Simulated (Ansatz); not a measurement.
**A computed series for WC: response to strain**

The reference is WC (space group P-6m2, No. 187; a = 2.913 Å, c = 2.835 Å; relaxed with 0.1 eV smearing). Axes: x lies along a and z along c of the hexagonal cell.

Strains are applied to the cell and any free atomic positions relax.

All numbers come from r2SCAN, PAW, 500 eV (Ansatz, a program for electronic structure; no spin-orbit coupling).

Notes on the quantities. energy relative to the base: free energy F.

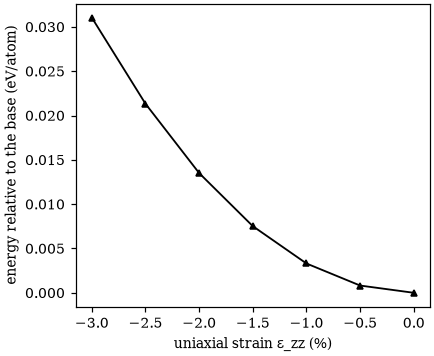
Figure. Energy relative to the base against uniaxial strain ε_zz

| uniaxial strain ε_zz (%) | energy relative to the base |
|---|---|
| -3 | +31 meV/atom |
| -2.5 | +21 meV/atom |
| -2 | +14 meV/atom |
| -1.5 | +7.5 meV/atom |
| -1 | +3.3 meV/atom |
| -0.5 | +0.8 meV/atom |

Stability against distortions was not tested. The final runs are not spin-polarised.
